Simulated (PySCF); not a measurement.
**ErH3(NH3): other functionals and bases at one geometry**

How far do other levels of theory move the description of ErH3(NH3), and what does each cost? It is a constructed species; whether it can be made isn't addressed.

Method: several levels, as the steps say, no spin–orbit coupling; program: PySCF 2.14.0.

1 further run of the same task is left out (for a known fault of the program).

### 1 The starting structure

8 atoms, charge 0, spin multiplicity 1.

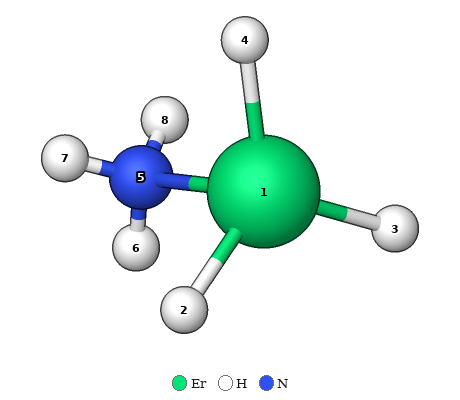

The geometry (erbium green, hydrogen white, nitrogen blue); atoms are numbered from 1 in the order of the file.

Geometry (Å):

```xyz
8
ErH6N
Er    0.2254   -0.2254    0.2254
H     1.1698    1.2802    1.1698
H    -1.2802   -1.1698    1.1698
H     1.1698   -1.1698   -1.2802
N    -1.1907    1.1907   -1.1907
H    -1.8006    1.8006   -0.6412
H    -0.6412    1.8006   -1.8006
H    -1.8006    0.6412   -1.8006
```

Formal oxidation states: Er +3. Each metal's 11 4f electrons lie in its core potential, so multiplicities, spins and levels count the valence alone. An earlier session relaxed this geometry at PBE0, Er lcecp-1-SVP with ECP57, H def2-SVP, N def2-SVP (singlet, point group C3v).

At PBE0 on the finer grid: E = -96.437515 Eh, HOMO -6.30 eV, LUMO -0.28 eV, Mulliken charge on Er1 +0.54 e, largest force component 0.004 eV/Å. 

Levels to run: TPSS; HF; PBE0, TZVP. Hardware: 2 threads of Intel Xeon at 2.50GHz (Skylake/Cascade Lake), shared host.

### 2 TPSS

Input file run.py (the lines that set the calculation):

```python
mol = gto.M(atom='''
Er     0.22541    -0.22541     0.22541
H      1.16984     1.28019     1.16984
H     -1.28019    -1.16984     1.16984
H      1.16984    -1.16984    -1.28019
N     -1.19069     1.19069    -1.19069
H     -1.80064     1.80064    -0.64124
H     -0.64124     1.80064    -1.80064
H     -1.80064     0.64124    -1.80064''',
    basis={'Er': 'lcecp-1-SVP', 'H': 'def2-SVP', 'N': 'def2-SVP'},
    ecp={'Er': 'lcecp-1-SVP'},
    charge=0, spin=0)
mf = dft.RKS(mol, xc='TPSS')
mf.grids.atom_grid = (75, 302)  # f atoms: unpruned, at least (60, 302)
mf = mf.density_fit()  # fitting sets: Er AutoAux, H def2-universal-JKFIT, N def2-universal-JKFIT
mf.conv_tol = 1e-08; mf.max_cycle = 55
mf.kernel(dm0)  # dm0: the density of the relaxed state
```

Started as:

```sh
$ OMP_NUM_THREADS=2 python run.py
```

### 3 HF

run.py (the lines that set the calculation): that of step 2 with these lines changed.

```diff
@@ -12,4 +12,3 @@
     charge=0, spin=0)
-mf = dft.RKS(mol, xc='TPSS')
-mf.grids.atom_grid = (75, 302)  # f atoms: unpruned, at least (60, 302)
+mf = scf.RHF(mol)
 mf = mf.density_fit()  # fitting sets: Er AutoAux, H def2-universal-JKFIT, N def2-universal-JKFIT
```

### 4 PBE0, TZVP

Basis: Er lcecp-1-TZVP with ECP57, H def2-TZVP, N def2-TZVP. 

Input file run.py (the lines that set the calculation):

```python
mol = gto.M(atom='''
Er     0.22541    -0.22541     0.22541
H      1.16984     1.28019     1.16984
H     -1.28019    -1.16984     1.16984
H      1.16984    -1.16984    -1.28019
N     -1.19069     1.19069    -1.19069
H     -1.80064     1.80064    -0.64124
H     -0.64124     1.80064    -1.80064
H     -1.80064     0.64124    -1.80064''',
    basis={'Er': 'lcecp-1-TZVP', 'H': 'def2-TZVP', 'N': 'def2-TZVP'},
    ecp={'Er': 'lcecp-1-TZVP'},
    charge=0, spin=0)
mf = dft.RKS(mol, xc='PBE0')
mf.grids.atom_grid = (75, 302)  # f atoms: unpruned, at least (60, 302)
mf = mf.density_fit()  # fitting sets: Er AutoAux, H def2-universal-JKFIT, N def2-universal-JKFIT
mf.conv_tol = 1e-08; mf.max_cycle = 55
mf.kernel(dm0)  # dm0: free metal ions and neutral atoms
```

Before running it: what results should come out? Wanted: for each run, HOMO; gap; charge on Er1; dipole; largest force.

**Answer**, as computed:

| level | state | HOMO (eV) | gap (eV) | charge on Er1 (e) | dipole (D) | largest force (eV/Å) | basis functions | time |
| --- | --- | --- | --- | --- | --- | --- | --- | --- |
| PBE0 (relaxed here) | singlet | -6.30 | 6.01 | 0.54 | 5.47 | 0.00 | 77 | 27 s |
| TPSS | singlet | -5.29 | 4.31 | 0.61 | 5.46 | 0.18 | 77 | 17 s |
| HF | singlet | -9.31 | 11.27 | 0.97 | 5.55 | 0.58 | 77 | 3.4 s |
| PBE0, TZVP | singlet | -6.33 | 5.75 | 0.73 | 5.35 | 0.21 | 114 | 24 s |

Times are on 2 threads of Intel Xeon at 2.50GHz (Skylake/Cascade Lake), shared host; the first row also made further properties.

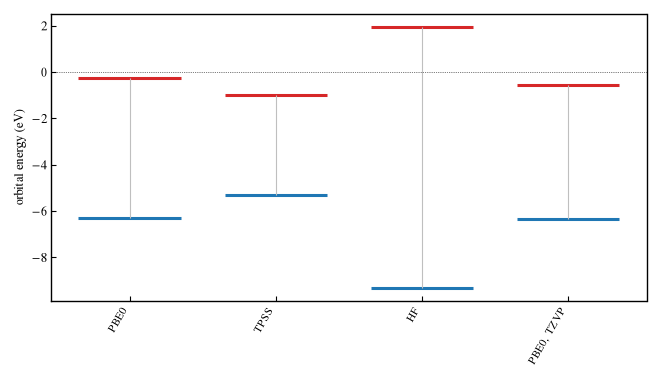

Highest filled and lowest empty level, method by method.

In one basis the HOMO–LUMO gap runs from 4.31 eV (TPSS) to 11.27 eV (HF). The largest leftover force, 0.58 eV/Å with HF, stands at a geometry relaxed at another level. The Mulliken charge on Er spans +0.54 to +0.97 e over the levels. With 4f in the core, its levels are missing from HOMO and gap. Total energies of different levels can't be compared. Spin–orbit coupling is left out throughout.
